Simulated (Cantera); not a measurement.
Feed: 1 mol CuO, 11 mol CO, 0.54 mol N2, at 1000 Pa.

Method: chemical equilibrium by Gibbs-energy minimisation in Cantera with the NASA 1993 tables (ideal gas, pure condensed phases). Candidate condensed phases: C, Cu, CuO, Cu2O; 27 gas species. The numbers say what is thermodynamically allowed, not how fast it happens.

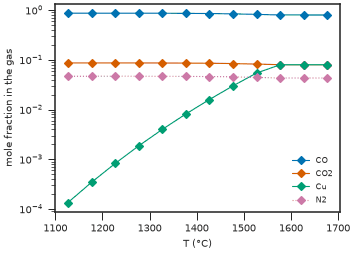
Equilibrium gas composition (values under 1e-9 drawn at 1e-9)

From 1127 °C to 1527 °C the condensed part is Cu(l). From 1577 °C to 1677 °C nothing is condensed. The main Cu-bearing gas is Cu throughout.
